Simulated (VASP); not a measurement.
Band structure of CsPbCl3 (cubic perovskite). Computed with LDA (Ceperley-Alder, Perdew-Zunger) with spin-orbit coupling, VASP's LDA PAW potentials (set 64) (plane waves; VASP).

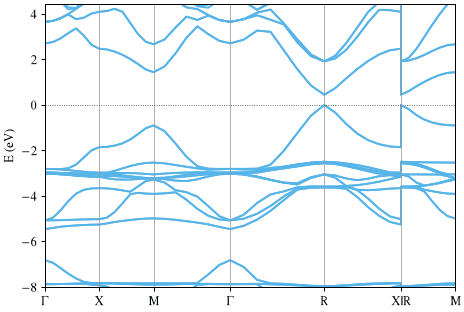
Bands along high-symmetry lines, zero at the valence-band maximum or, without a gap, the Fermi level

Question: Read the plot: is there a gap, and where are the band edges?

Answer: The gap is direct, 0.45 eV, from the valence maximum at R to the conduction minimum at R.

The compound is CsPbCl3 in the cubic perovskite structure, the ideal cubic form; the compound distorts at low or room temperature. It was relaxed first.
